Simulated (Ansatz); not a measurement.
Take CuAu (space group P4/mmm, No. 123; a = 2.813 Å, c = 3.593 Å; relaxed with 0.1 eV smearing) as the base.

Structures relaxed with PBEsol (Ansatz, a program for electronic structure), without spin-orbit coupling.

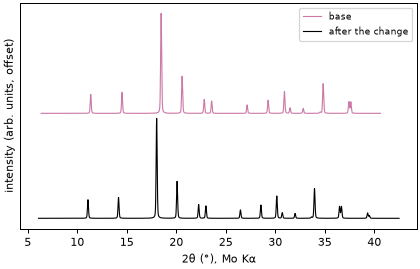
Figure. Simulated powder patterns before (top) and after one change

Problem. Which of these changes matches the shifts?
A) isotropic strain −2.50 %
B) isotropic strain +2.50 %
C) isotropic strain −1.50 %

Solution. B, isotropic strain +2.50 %. Its volume per atom is 15.31 Å³ against 14.21 Å³, and its space group is P4/mmm (No. 123).

Whether these cells are dynamically stable was not tested. All final runs are without spin polarisation.
